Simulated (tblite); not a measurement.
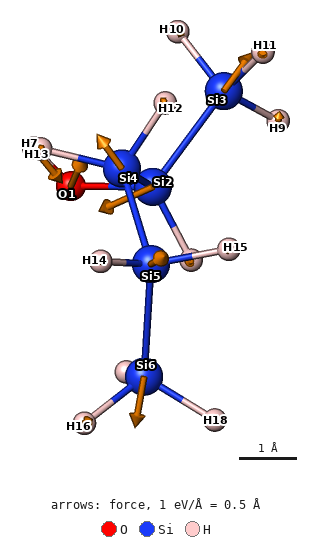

Starting geometry of Si₅H₁₂O with the computed forces as orange arrows. Style: ball-and-stick. Shown from a free direction.

Method: tblite, GFN2-xTB geometry optimisation, gas phase. 

Is this structure relaxed? If not, where do the atoms go?

Answer. It isn't relaxed: the largest force vector, on a Si atom, is 2.66 eV/Å. The final displacements have little in common with the starting forces (cosine between the two patterns 0.09). An H atom moves most after the best rigid fit: 2.09 Å. Largest moves by element: H 2.09 Å, O 1.83 Å, Si 0.96 Å. Near-neighbour distances that change, for instance: Si–Si 2.207 → 2.320 Å, O–Si 1.734 → 1.644 Å, H–O 0.998 → 0.952 Å, H–Si 1.491 → 1.466 Å. Among the angles between lasting bonds that change: O–Si–H 110.2° → 97.0°, Si–O–H 111.2° → 122.7°, Si–Si–Si 108.4° → 119.0°. Groups turn about Si–Si by about 65°, Si–Si by about 50°, Si–Si by about 35°. The energy falls by 18.5 kcal/mol in 198 geometry steps. Cost: 3.8 s on 1 thread of Arm Neoverse N1, on a shared host.
